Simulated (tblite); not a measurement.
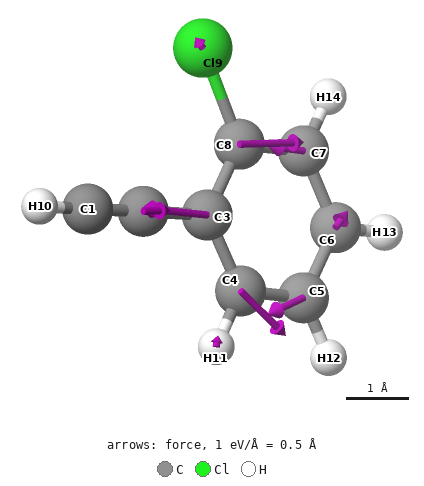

Starting geometry of C$_{8}$H$_{5}$Cl (charge −1, multiplicity 2) with the computed forces as purple arrows. A ball-and-stick model, seen from a free direction.

Level of theory: tblite, GFN2-xTB geometry optimisation, gas phase. 

What follows when this structure is relaxed?

It isn't relaxed: the largest force vector, on a C atom, is 2.94 eV/Å. The final displacements have little in common with the starting forces (cosine between the two patterns 0.22). A C atom moves most after the best rigid fit: 0.20 Å. Largest moves by element: C 0.20 Å, H 0.15 Å, Cl 0.04 Å. Near-neighbour distances that change, for instance: C–C 1.406 → 1.361 Å, C–C 1.418 → 1.376 Å, C–C 1.399 → 1.439 Å, C–Cl 1.722 → 1.756 Å. Among the angles between lasting bonds that change: C–C–H 179.3° → 151.3°, C–C–C 179.0° → 167.5°, C–C–Cl 122.0° → 117.9°. The energy falls by 18.7 kJ/mol in 52 geometry steps.
